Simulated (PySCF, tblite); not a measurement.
# C₅H₁₂ClSi radical: geometry, infrared bands and EPR parameters

What infrared bands and EPR parameters should C₅H₁₂ClSi radical (`C[SiH2][C@H](C)[CH]CCl`) show?

Programs: tblite 0.8.0 and PySCF 2.14.0, with density-fitted response routines of our own. Each step states its level of theory. These are calculated values for one molecule in the gas phase, unless marked as measured. Atoms are numbered from 0 throughout.

## (1) Starting geometry

19 atoms, charge 0, multiplicity 2; geometry from: force field or distance geometry start.

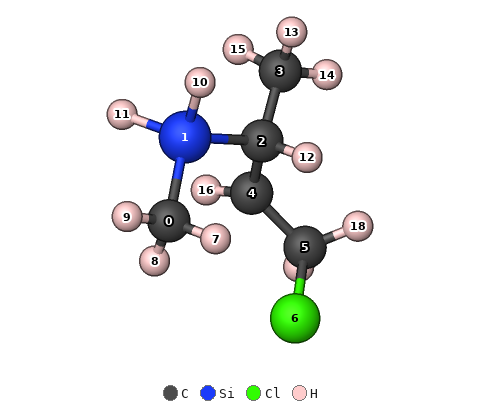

The starting geometry (carbon dark grey, silicon blue, chlorine green, hydrogen pink), atoms numbered; sticks join atoms by distance.

## (2) Optimising the geometry with GFN2-xTB

What the job is given:

```
{"job": {"kind": "relax", "xc": "GFN2-xTB", "basis": "xTB"}, "charge": 0, "multiplicity": 2}
C      2.292200     1.061500    -0.476700
Si     1.587000    -0.362000     0.461500
C     -0.308000    -0.263700     0.632700
C     -0.903500    -1.360200     1.505400
C     -1.019000    -0.271800    -0.700200
C     -2.026500     0.773900    -1.050000
Cl    -1.197100     2.237700    -1.621400
H      2.010800     2.020800    -0.009100
H      1.923600     1.068600    -1.506000
H      3.372100     1.017400    -0.506800
H      2.173200    -0.392800     1.835700
H      1.945700    -1.647300    -0.198300
H     -0.517300     0.700500     1.135200
H     -0.458300    -1.348400     2.514900
H     -1.989400    -1.236500     1.630200
H     -0.724900    -2.362900     1.104600
H     -0.850000    -1.079000    -1.406000
H     -2.680700     0.417500    -1.847000
H     -2.639600     1.036000    -0.176500
```

Started as:

```console
OMP_NUM_THREADS=1 python probes_run.py task.json out
```

The driver reads the jobs from task.json and runs them one after another.

What it wrote:

```text
step      E/eV     max force
  0    -626.38859    1.772
  1    -626.51147    1.041
  2    -626.55397    0.413
  3    -626.57039    0.290
  4    -626.58330    0.224
  5    -626.59042    0.202
  6    -626.59462    0.185
  7    -626.59793    0.150
  8    -626.60127    0.138
  9    -626.60432    0.153
 10    -626.60721    0.159
 11    -626.61034    0.143
 12    -626.61376    0.173
 13    -626.61705    0.180
 14    -626.61996    0.156
 15    -626.62241    0.129
 16    -626.62467    0.136
 17    -626.62704    0.129
 18    -626.62963    0.123
 19    -626.63228    0.150
 20    -626.63476    0.157
 21    -626.63715    0.156
 22    -626.63974    0.144
 23    -626.64257    0.131
 24    -626.64524    0.136
 25    -626.64730    0.106
 26    -626.64888    0.103
 27    -626.65053    0.103
 28    -626.65267    0.150
 29    -626.65506    0.128
 30    -626.65721    0.093
 31    -626.65908    0.086
 32    -626.66112    0.125
 33    -626.66395    0.158
 34    -626.66768    0.139
 35    -626.67149    0.124
 36    -626.67448    0.102
 37    -626.67657    0.108
 38    -626.67803    0.083
 39    -626.67929    0.084
 40    -626.68058    0.095
 41    -626.68203    0.125
 42    -626.68359    0.131
 43    -626.68484    0.085
 44    -626.68562    0.055
 45    -626.68610    0.050
 46    -626.68661    0.046
 47    -626.68705    0.046
 48    -626.68751    0.048
 49    -626.68792    0.048
 50    -626.68845    0.057
 51    -626.68917    0.071
 52    -626.69001    0.063
 53    -626.69074    0.063
 54    -626.69134    0.054
 55    -626.69204    0.060
 56    -626.69307    0.085
 57    -626.69434    0.084
 58    -626.69548    0.079
 59    -626.69634    0.093
 60    -626.69717    0.084
 61    -626.69800    0.105
 62    -626.69894    0.082
 63    -626.69981    0.079
 64    -626.70049    0.061
 65    -626.70130    0.073
 66    -626.70226    0.063
 67    -626.70301    0.058
 68    -626.70371    0.093
 69    -626.70441    0.087
 70    -626.70571    0.076
 71    -626.70674    0.074
 72    -626.70762    0.085
 73    -626.70858    0.070
 74    -626.70917    0.059
 75    -626.70953    0.041
 76    -626.70970    0.034
 77    -626.70989    0.032
 78    -626.71004    0.025
 79    -626.71026    0.023
 80    -626.71041    0.024
 81    -626.71058    0.026
 82    -626.71070    0.029
 83    -626.71084    0.029
 84    -626.71097    0.030
 85    -626.71110    0.027
 86    -626.71122    0.025
 87    -626.71134    0.024
 88    -626.71147    0.031
 89    -626.71163    0.033
 90    -626.71179    0.035
 91    -626.71194    0.030
 92    -626.71209    0.030
 93    -626.71232    0.044
 94    -626.71277    0.069
 95    -626.71350    0.089
 96    -626.71428    0.089
 97    -626.71479    0.080
 98    -626.71551    0.070
 99    -626.71612    0.067
100    -626.71675    0.060
101    -626.71756    0.076
102    -626.71819    0.062
103    -626.71868    0.047
104    -626.71908    0.056
105    -626.71965    0.065
106    -626.72029    0.051
107    -626.72180    0.071
108    -626.72301    0.082
109    -626.72443    0.091
110    -626.72586    0.085
111    -626.72727    0.132
112    -626.72859    0.082
113    -626.72967    0.062
114    -626.73052    0.051
115    -626.73134    0.047
116    -626.73189    0.048
117    -626.73227    0.046
118    -626.73262    0.045
119    -626.73303    0.045
120    -626.73352    0.053
121    -626.73419    0.060
122    -626.73477    0.045
123    -626.73516    0.036
124    -626.73551    0.039
125    -626.73590    0.045
126    -626.73639    0.060
127    -626.73691    0.050
128    -626.73746    0.067
129    -626.73806    0.051
130    -626.73891    0.049
131    -626.73963    0.059
132    -626.74034    0.077
133    -626.74104    0.060
134    -626.74160    0.063
135    -626.74208    0.058
136    -626.74253    0.048
137    -626.74300    0.067
138    -626.74341    0.061
139    -626.74372    0.048
140    -626.74399    0.031
141    -626.74422    0.029
142    -626.74436    0.028
143    -626.74452    0.032
144    -626.74471    0.031
145    -626.74493    0.033
146    -626.74517    0.035
147    -626.74538    0.027
148    -626.74552    0.021
149    -626.74559    0.018
150    -626.74565    0.017
151    -626.74569    0.015
152    -626.74572    0.014
153    -626.74577    0.018
154    -626.74584    0.021
155    -626.74592    0.023
156    -626.74602    0.022
157    -626.74611    0.025
158    -626.74622    0.023
159    -626.74635    0.026
160    -626.74646    0.020
161    -626.74656    0.023
162    -626.74665    0.023
163    -626.74674    0.026
164    -626.74684    0.031
165    -626.74693    0.018
166    -626.74697    0.015
167    -626.74700    0.012
168    -626.74703    0.016
169    -626.74708    0.017
170    -626.74712    0.016
171    -626.74716    0.015
172    -626.74719    0.014
173    -626.74722    0.018
174    -626.74725    0.019
175    -626.74727    0.013
176    -626.74728    0.007
```

Run time: 1.3 s. Hardware: 1 thread of Arm Neoverse V2, shared host.

Along the way: (not every step is listed)

| step | energy from step 0 (eV) | largest force (eV/Å) |
| --- | --- | --- |
| 0 | 0.0000 | 1.7715 |
| 1 | -0.1229 | 1.0412 |
| 2 | -0.1654 | 0.4128 |
| 3 | -0.1818 | 0.2899 |
| 4 | -0.1947 | 0.2240 |
| 5 | -0.2018 | 0.2021 |
| 6 | -0.2060 | 0.1854 |
| 7 | -0.2093 | 0.1499 |
| 8 | -0.2127 | 0.1376 |
| 24 | -0.2566 | 0.1358 |
| 40 | -0.2920 | 0.0952 |
| 56 | -0.3045 | 0.0847 |
| 72 | -0.3190 | 0.0849 |
| 88 | -0.3229 | 0.0306 |
| 104 | -0.3305 | 0.0563 |
| 120 | -0.3449 | 0.0531 |
| 136 | -0.3539 | 0.0478 |
| 152 | -0.3571 | 0.0137 |
| 168 | -0.3584 | 0.0163 |
| 171 | -0.3586 | 0.0147 |
| 172 | -0.3586 | 0.0141 |
| 173 | -0.3586 | 0.0182 |
| 174 | -0.3587 | 0.0186 |
| 175 | -0.3587 | 0.0126 |
| 176 | -0.3587 | 0.0073 |

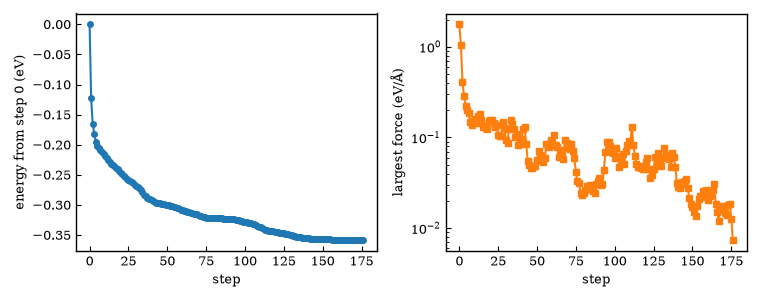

Energy and largest force along the relaxation.

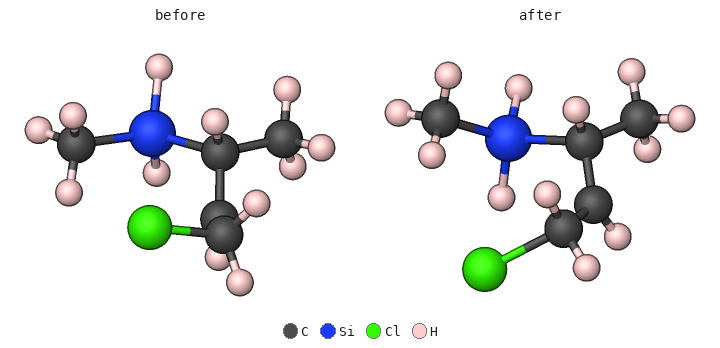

Before and after, at one scale.

Close pairs (by a distance rule), those that changed most:

| bond | before (Å) | after (Å) | change (Å) |
| --- | --- | --- | --- |
| C5–Cl6 | 1.777 | 1.972 | +0.195 |
| C4–C5 | 1.494 | 1.417 | -0.076 |
| Si1–C2 | 1.905 | 1.966 | +0.061 |
| C2–C4 | 1.511 | 1.457 | -0.053 |
| C0–Si1 | 1.845 | 1.893 | +0.048 |
| Si1–H11 | 1.489 | 1.461 | -0.027 |
| Si1–H10 | 1.494 | 1.471 | -0.023 |
| C3–H13 | 1.103 | 1.087 | -0.017 |

The end geometry stands in the next job.

## (3) Vibrational analysis with GFN2-xTB

What the job is given:

```
{"job": {"kind": "ir", "xc": "GFN2-xTB", "basis": "xTB"}, "charge": 0, "multiplicity": 2}
C      2.007544     1.393609    -0.127340
Si     1.404395    -0.377035     0.163828
C     -0.481197    -0.314046     0.718293
C     -0.760442    -1.442249     1.705261
C     -1.336933    -0.390098    -0.458882
C     -1.672050     0.727363    -1.263888
Cl    -0.381853     0.932740    -2.740410
H      1.859664     2.019897     0.748979
H      1.488831     1.855163    -0.961468
H      3.068159     1.396605    -0.358875
H      2.132443    -0.977854     1.292337
H      1.521985    -1.237890    -1.011237
H     -0.614077     0.651108     1.215698
H     -0.106424    -1.372453     2.570471
H     -1.791990    -1.394047     2.051721
H     -0.604796    -2.410756     1.236410
H     -1.583043    -1.374889    -0.827321
H     -2.580153     0.628612    -1.847844
H     -1.579865     1.695472    -0.783582
```

What it wrote:

```text
mode    cm-1     km/mol
  1      47.1      0.79
  2      51.6      0.77
  3      95.6      2.08
  4     129.5      1.26
  5     140.0      1.76
  6     198.9      9.33
  7     215.7      1.48
  8     249.2     20.51
  9     288.5      3.31
 10     302.7     33.25
 11     377.9     31.37
 12     451.6     47.34
 13     473.5      5.03
 14     562.8     30.51
 15     583.1     52.46
 16     682.7     85.93
 17     705.0     35.02
 18     762.1     40.75
 19     782.9    205.04
 20     828.6     66.43
 21     839.7    210.68
 22     863.8     18.86
 23     953.9     20.25
 24    1011.9     13.48
 25    1058.8      1.49
 26    1092.9     16.65
 27    1111.5     58.12
 28    1130.9     51.27
 29    1207.5      1.63
 30    1233.1      0.12
 31    1267.9      2.63
 32    1365.4     18.67
 33    1390.4      6.66
 34    1414.6      1.84
 35    1450.1      2.81
 36    1469.7      0.21
 37    1478.8      0.31
 38    1501.5      2.48
 39    1507.5      5.04
 40    2193.9    381.22
 41    2283.7    212.71
 42    2926.0     35.37
 43    3010.5     35.35
 44    3020.8      4.74
 45    3025.4     13.52
 46    3035.7     32.41
 47    3038.0      4.27
 48    3041.2     22.47
 49    3047.5     15.88
 50    3053.2     10.66
 51    3082.5     29.35
```

It took 0.68 s on 1 thread of Arm Neoverse V2, shared host.

The strongest bands and the atoms that carry them (share of the mass-weighted mode):

| cm⁻¹ | km/mol | atoms |
| --- | --- | --- |
| 583 | 52.5 | C2 29 %, H10 20 %, H11 14 %, Si1 12 % |
| 683 | 85.9 | H10 47 %, H11 30 % |
| 783 | 205.0 | H11 38 %, H10 33 %, Si1 16 % |
| 829 | 66.4 | H7 40 %, H8 25 %, C0 16 % |
| 840 | 210.7 | H9 37 %, H8 21 %, C0 15 % |
| 1112 | 58.1 | H17 44 %, H18 26 % |
| 2194 | 381.2 | H10 96 % |
| 2284 | 212.7 | H11 96 % |

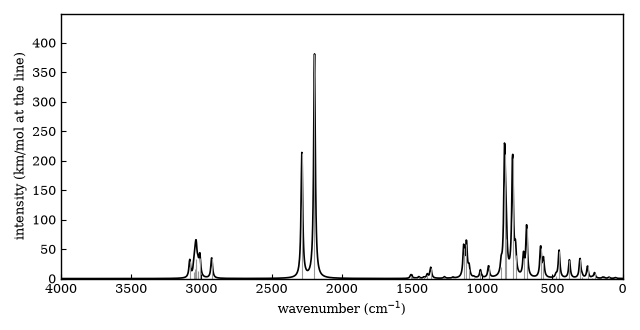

The infrared spectrum from these modes, unscaled. Lines are broadened to a width of 14 cm⁻¹ (Lorentzian).

## (4) g tensor and hyperfine couplings: B3LYP/pcH-1

Same as in step 3 but for these lines:

```diff
@@ -1,2 +1,2 @@
-{"job": {"kind": "ir", "xc": "GFN2-xTB", "basis": "xTB"}, "charge": 0, "multiplicity": 2}
+{"job": {"kind": "epr", "basis": "pcH-1"}, "charge": 0, "multiplicity": 2}
 C      2.007544     1.393609    -0.127340
```

Level: UKS B3LYP, pcH-1 on C Cl H Si, non-relativistic, mean-field spin-orbit, GIAO.

What it wrote:

```text
UKS, coarse grid
  cycle   1  E = -947.37323233  |g| = 3.84e-01
  cycle   2  E = -947.35568384  |g| = 4.24e-01
  cycle   3  E = -947.44639506  |g| = 5.08e-02
  cycle   4  E = -947.44722827  |g| = 2.84e-02
  cycle   5  E = -947.44764987  |g| = 8.35e-03
  cycle   6  E = -947.44769439  |g| = 4.08e-03
  cycle   7  E = -947.44770564  |g| = 1.20e-03
  cycle   8  E = -947.44770692  |g| = 5.87e-04
UKS, final grid
  cycle   1  E = -947.44782871  |g| = 7.68e-04
  cycle   2  E = -947.44782834  |g| = 1.15e-03
  cycle   3  E = -947.44782902  |g| = 7.84e-05
  cycle   4  E = -947.44782902  |g| = 2.87e-05
E = -947.44782902 Eh   <S^2> = 0.7557 (exact 0.7500)
g shifts (ppm)      1          2          3
  rmc          -194       -194       -194
  gc             -8         24         11
  oz_so         -35       1277       3810
  total        -238       1106       3627
hyperfine (MHz)  atom isotope    a_iso     a_fc   dipolar eigenvalues
    0   13C       0.28       0.29     -0.77     -0.49      1.26
    1  29Si    -100.80    -100.93    -22.58     10.81     11.78
    2   13C     -23.00     -23.01     -4.86     -1.82      6.67
    3   13C      21.57      21.57     -2.17     -1.75      3.92
    4   13C      66.60      66.60    -63.64    -62.94    126.58
    5   13C      15.23      15.37     -3.37      0.18      3.19
    6  35Cl      58.66      56.97    -39.79    -38.76     78.55
    7    1H      -0.12      -0.12     -0.97     -0.95      1.91
    8    1H      -0.33      -0.33     -1.96     -0.49      2.44
    9    1H       4.39       4.39     -0.93     -0.49      1.43
   10    1H      23.65      23.64     -2.13     -0.73      2.85
   11    1H      -3.03      -3.03     -2.97     -1.30      4.27
   12    1H      38.91      38.91     -3.98     -3.43      7.41
   13    1H      -0.80      -0.80     -2.15     -1.35      3.50
   14    1H       0.73       0.73     -3.50     -1.99      5.50
   15    1H       0.08       0.08     -2.57     -2.28      4.85
   16    1H     -47.40     -47.42    -29.39     -1.30     30.68
   17    1H      31.20      31.24     -6.87     -1.06      7.92
   18    1H       7.00       7.04     -5.52     -2.09      7.60
```

It took 2.2 min on 1 thread of Arm Neoverse V2, shared host; peak memory 1.1 GiB.

Principal g values 2.00208, 2.00343, 2.00595; g(iso) = 2.00382, against 2.00232 for a free electron.

Hyperfine couplings; where a row names several nuclei, a(iso) is their mean (it holds for fast rotation or exchange) and the dipolar term the largest among them:

| nuclei | isotope | a(iso) (MHz) | a(iso) (G, at g = 2.0023) | largest dipolar term (MHz) |
| --- | --- | --- | --- | --- |
| Si1 | 29Si | -100.8 | -36.0 | -22.6 |
| C4 | 13C | 66.6 | 23.8 | 126.6 |
| Cl6 | 35Cl | 58.7 | 20.9 | 78.6 |
| H16 | 1H | -47.4 | -16.9 | 30.7 |
| H12 | 1H | 38.9 | 13.9 | 7.4 |
| H17 | 1H | 31.2 | 11.1 | 7.9 |
| H10 | 1H | 23.6 | 8.4 | 2.9 |
| C2 | 13C | -23.0 | -8.2 | 6.7 |
| C3 | 13C | 21.6 | 7.7 | 3.9 |
| C5 | 13C | 15.2 | 5.4 | -3.4 |
| H18 | 1H | 7.0 | 2.5 | 7.6 |
| H11 | 1H | -3.0 | -1.1 | 4.3 |
| H7, H8, H9 | 1H | 1.3 | 0.5 | 2.4 |
| C0 | 13C | 0.3 | 0.1 | 1.3 |

Mulliken spin populations:

C0 0.00; Si1 0.07; C2 -0.04; C3 0.01; C4 0.79; C5 -0.04; Cl6 0.20; H7 0.00; H8 0.00; H9 0.00; H10 0.01; H11 0.00; H12 0.01; H13 0.00; H14 0.01; H15 0.00; H16 -0.03; H17 0.01; H18 0.00

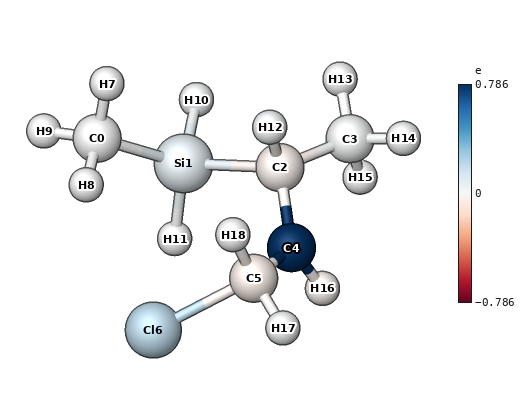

Mulliken spin populations, as colours on the atoms.

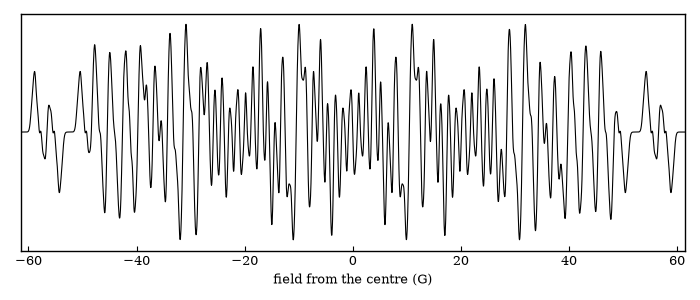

First-order isotropic spectrum (first derivative, main isotopes with spin only, couplings over 0.8 MHz, Gaussian width 0.3 G; couplings of the frozen geometry, rotation of groups not averaged beyond the rows shown).

The fields below are evaluated on a grid from the run's orbitals.

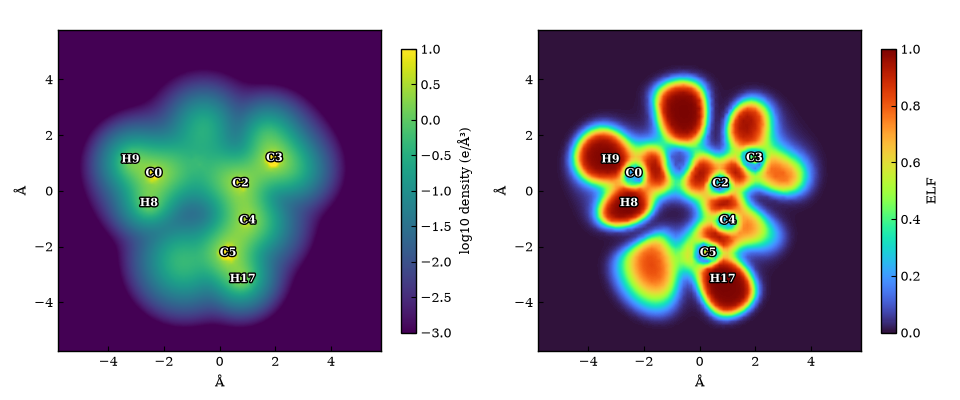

Density (left) and ELF (right) in a plane through or near 8 of the atoms.

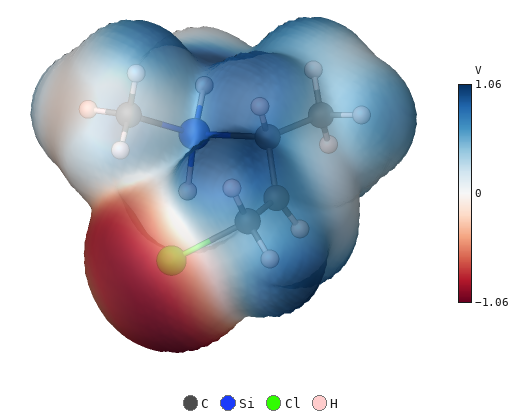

The potential that a unit positive charge feels on the 0.002 e/bohr³ surface, from -1.03 V near Cl6 to 1.06 V near H18.

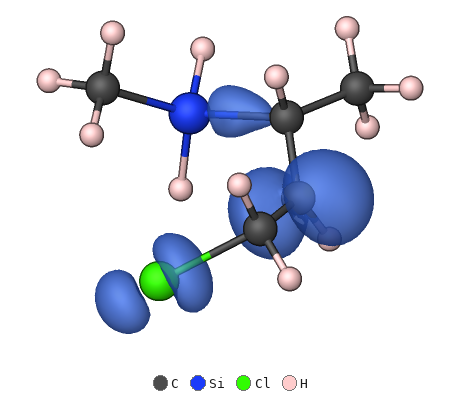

Spin density at ±0.04 e/Å³ (alpha excess blue, beta excess red).

## (5) Outcome

| quantity | value |
| --- | --- |
| strongest single infrared mode (GFN2-xTB) | 2194 cm⁻¹, 381 km/mol |
| zero-point energy (GFN2-xTB) | 94.4 kcal/mol |
| g(iso) (B3LYP) | 2.00382 |
| ⟨S²⟩ | 0.756 (exact 0.75) |
| largest a(iso) (averaged by class) | 29Si on Si1, -100.8 MHz |
| potential on the surface of density 0.002 e/bohr³, 1st and 99th percentile | -1.03 V and 1.06 V |

In words: Relaxing lowered the energy by 0.359 eV in 176 steps; the close pair that moved most is C5–Cl6, from 1.777 to 1.972 Å. No mode is imaginary among the 51: a minimum at this level. The strongest single mode, at 2194 cm⁻¹, moves mainly H10. GFN2-xTB is a fitted tight-binding method: band positions and strengths are rough. Its intensities can rank the bands wrongly. Most of the unpaired spin sits on C4 (0.79 e). The isotropic g lies 1.5 ppt above the free-electron value. The conformer search found further structures of the same energy, which may be mirror or relabelled copies of this one.
